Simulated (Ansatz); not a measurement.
## Electronic structure of B2FH2OSi (SMILES O=BB[SiH]F) (doublet) in real space

The calculation's input:

```
crystal:
  periodic: [false, false, false]
  atoms:
    - {symbol: B, position_ang: [-0.843127, 1.765263, 2.065833]}
    - {symbol: B, position_ang: [-0.902517, 2.878699, 3.281096]}
    - {symbol: F, position_ang: [-1.285651, -0.771522, 3.805525]}
    - {symbol: O, position_ang: [-0.948080, 3.687950, 4.183427]}
    - {symbol: Si, position_ang: [-1.042942, -0.103886, 2.362982]}
    - {symbol: H, position_ang: [-1.011385, -1.207117, 1.372522]}
    - {symbol: H, position_ang: [-0.670729, 2.063980, 0.922584]}
basis:
  gaussian: {orbitals: def2-TZVPD}
magnetization: {spin_polarized: true, initial_magnetization: 1}
hamiltonian: {xc: {name: PBE0}}
output: {forces: true, orbitals: {seedname: orbitals}}
```

Run with:

```sh
ansatz run input.yaml --threads 1 --pin off --max-ram 2610MiB --events-out events.jsonl --progress --plain --runs-dir runs
```

Geometry: B3LYP/6-31G*.

Computed with isolated molecule in a Gaussian basis; Kohn-Sham density functional theory, functional PBE0 (Ansatz).

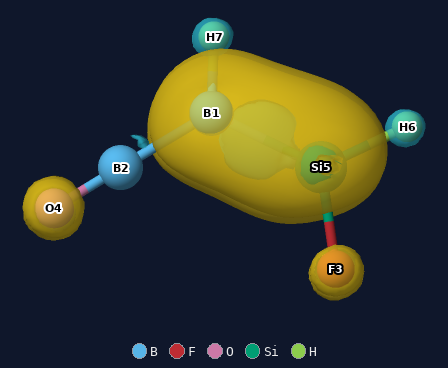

Figure 1. Isosurfaces of the spin density (α minus β) at +0.015 (yellow) and −0.015 e/Å³ (cyan), seen across its widest extent.

**Where is the unpaired spin?**

The unpaired spin (1 electron) lies mostly on Si5 (about 0.5) and B1 (about 0.4), in electrons by Hirshfeld's partition.

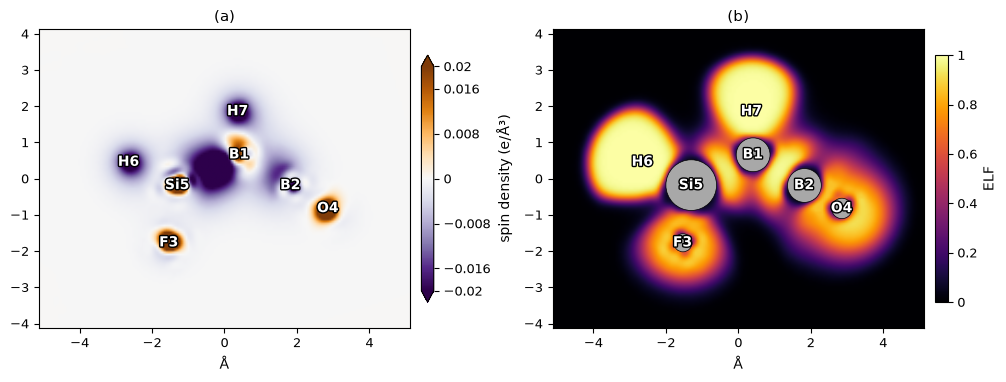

Figure 2. (a) spin density (α minus β); (b) electron localisation function on the molecular plane. Grey discs cover the atomic cores in the ELF map.

**What do the fields say about this system?**

- The plane passes through B, F, O, Si and H nuclei.
- B–O (1.21 Å): the ELF peaks at about 0.85 between the atoms; a polar covalent bond.
- Si–F (1.61 Å): the ELF peaks at about 0.85 in the valence shell of F, 0.6 Å from its nucleus, and is about 0.55 at the midpoint.
- B–B (1.65 Å): the ELF peaks at about 1 between the atoms; localised, covalent bonding.
- Si–B (1.90 Å): the ELF peaks at about 0.95 between the atoms, as expected for localised, covalent bonding.
- B–H (1.19 Å): the ELF climbs to about 1 towards the hydrogen, as it does in any bond to H: a covalent bond by its length.
- The ELF also peaks beside F3 and O4, away from the bonds: non-bonding electrons, paired or unpaired.

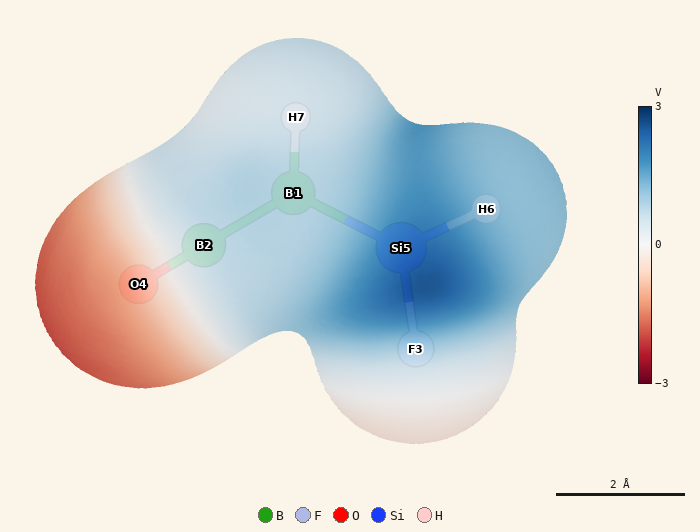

Figure 3. The electrostatic potential painted on the density surface at 0.002 e/bohr³, seen across its widest extent; the colour scale runs from red (negative) to blue (positive).

**Which sites attract a positive test charge, and which a negative one?**

A positive charge is drawn to the negative regions and a negative charge to the positive ones. The most negative region (about −2.0 V) lies over O4, the most positive (about +2.5 V) over Si5. O4 is the likeliest acceptor of a hydrogen bond.

**What dipole moment does the calculation give?**

Its dipole moment is 5.18 D.

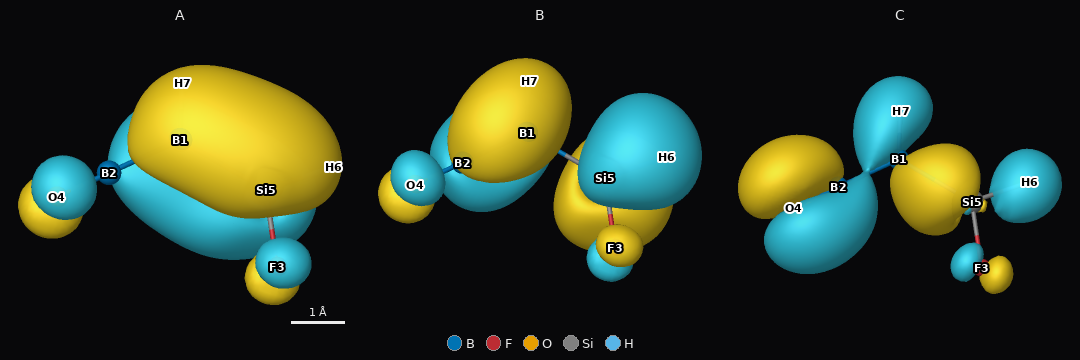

Figure 4. Three frontier orbitals at ±0.08 Å⁻³ᐟ² (yellow and cyan are the two phases), in no order.

**Which picture is the HOMO−1, the HOMO and the LUMO? All are α orbitals.**

C is the HOMO−1 (α) (−9.47 eV). It lies mainly on O4 (about 55 %), B2 (about 15 %), Si5 (about 10 %) and B1 (about 10 %); it is symmetric in the molecular plane (an in-plane orbital: σ, lone-pair or in-plane π type). A is the HOMO (α) (−7.23 eV). Its weight (Hirshfeld) is mainly on Si5 (about 45 %) and B1 (about 35 %); it changes sign across the molecular plane (π type); π-bonding across B1–Si5. B is the LUMO (α) (−2.44 eV). By Hirshfeld shares it lies mainly on Si5 (about 45 %), B1 (about 25 %) and B2 (about 15 %); it changes sign across the molecular plane (π type); π-bonding across B1–B2; π-antibonding (a node) across B1–Si5.

**What is the gap between the highest occupied and lowest empty α orbitals?**

4.79 eV between the orbital energies.
